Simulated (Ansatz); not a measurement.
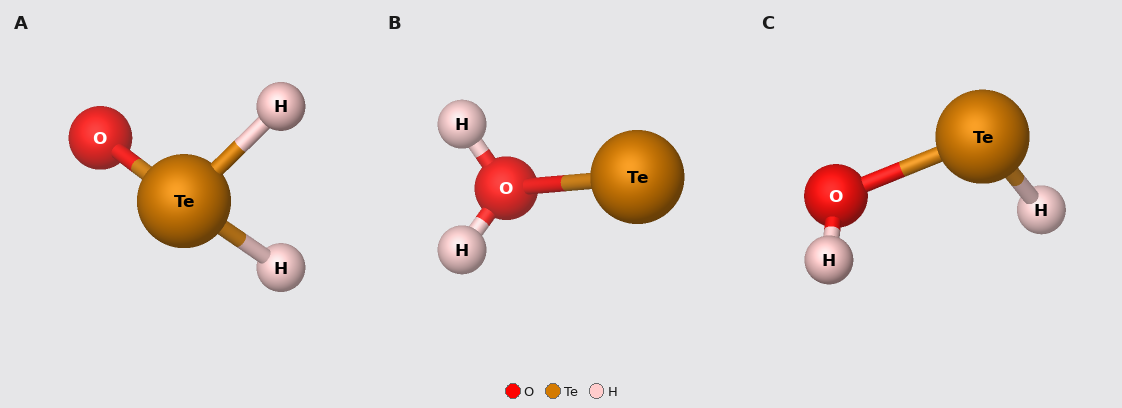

3 stationary structures of one formula. Geometries: PBE0-D4/def2-TZVP. Electronic energies: RHF-CCSD(T) (frozen core)/def2-TZVPP (Ansatz 0.2.0), without zero-point energy. No frequency run is at hand to confirm each as a minimum.

Question: Which structure is the most stable?

Answer: C is lowest (C1); B lies 15.7 kcal/mol above it, A lies 39.3 kcal/mol above it (Cs).
